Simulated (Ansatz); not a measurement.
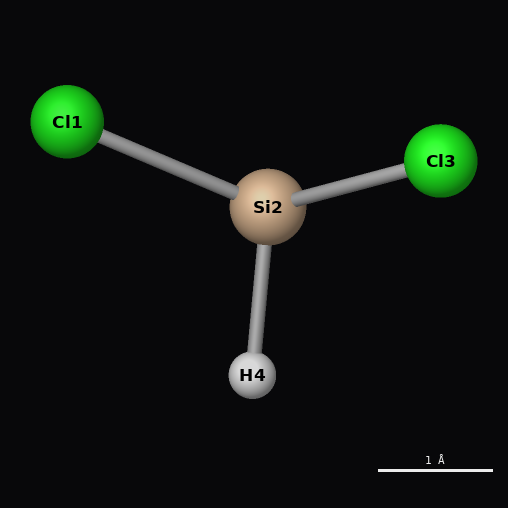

Atoms carry their numbers in the input. State: neutral, doublet. Computed geometry: PBE0-D4/def2-TZVP optimisation. No frequency run is at hand to confirm it as a minimum.

Which atoms are bonded, and how long are the bonds?

| bond | length (Å) | order |
| --- | --- | --- |
| Cl1–Si2 | 2.047 | single |
| Si2–Cl3 | 2.047 | single |
| Si2–H4 | 1.488 | single |
